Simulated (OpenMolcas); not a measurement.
**Predicting a hybrid from its neighbours: CH3BClFO**

CH3BClFO has 8 atoms, charge 0, and is taken as a singlet. SMILES: `COB(F)Cl`. Geometry: relaxed at PBE0-D4/def2-TZVP. This is one conformer, not always the lowest.

The vertical energy of the triplet above the singlet y, in eV, basis cc-pVDZ; a is the functional's share of exact exchange. Programs: OpenMolcas 26.06.

| functional | program | a | y (eV) |
| --- | --- | --- | --- |
| revPBE | OpenMolcas | 0 | 7.36 |
| r2SCAN | OpenMolcas | 0 | 7.58 |
| B3LYP | OpenMolcas | 0.2 | 7.74 |
| PBE0 | OpenMolcas | 0.25 | ? |
| BHLYP | OpenMolcas | 0.5 | 8.15 |

Question: Fit y = c + s·a to the known rows and predict PBE0.

Answer: 
1. Means of the 4 rows: a = 0.1750, y = 7.708.
2. Σ(Δa)² = 0.1675, Σ(Δa·Δy) = 0.22775, so the slope is 0.22775/0.1675 = 1.3597.
3. Intercept: 7.708 − (1.3597) × 0.1750 = 7.470. The largest residual of the fit is 0.11.
4. PBE0: 7.470 + (1.3597) × 0.25 = 7.81 eV.

The run gave 7.79 eV, so the prediction is off by +0.02 eV, within the largest residual. The rows mix families of semi-local functionals, which the line can't see.

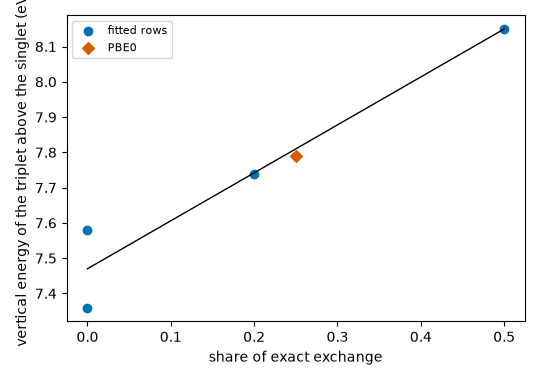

The fitted line, with the withheld row.
